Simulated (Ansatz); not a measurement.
## What Si vacancy does to MnSi

Consider an 8-atom supercell of MnSi (space group P2_13, No. 198; a = 4.470 Å; ferromagnetic) at its relaxed geometry.

Modification: a neutral Si vacancy, atoms relaxed at fixed cell, starting from a slightly rattled geometry.

Calculations: Ansatz (an electronic-structure program) PBEsol, no SOC. Settings: 8×8×8 k-points, 0.05 eV Fermi–Dirac smearing.

```yaml
largest_displacement_of_a_host_atom_from_its_site_in_the_perfect_cell: 0.12 Å
mean_distance_from_the_defect_site_to_its_nearest_host_atoms: 2.22 Å (base 2.26 Å)
```

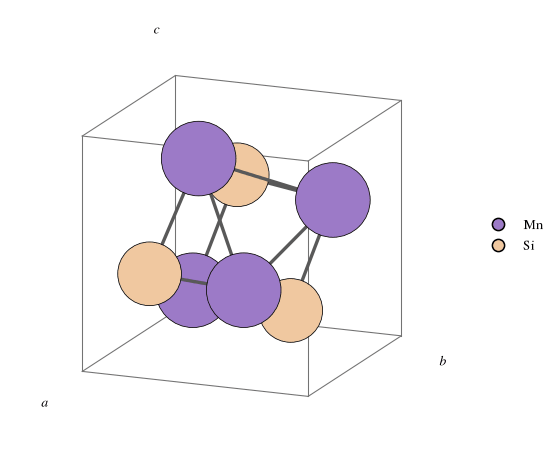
*The relaxed cell after the change*

The magnetic state is the one reached from the starting moments; the real material's order can differ, and small cells can't hold many antiferromagnetic ones. The cell is small, so the values are those of an ordered compound at a high defect concentration; dilute-limit values will differ. The defect cell is spin-polarised and ends with 7.0 μB.
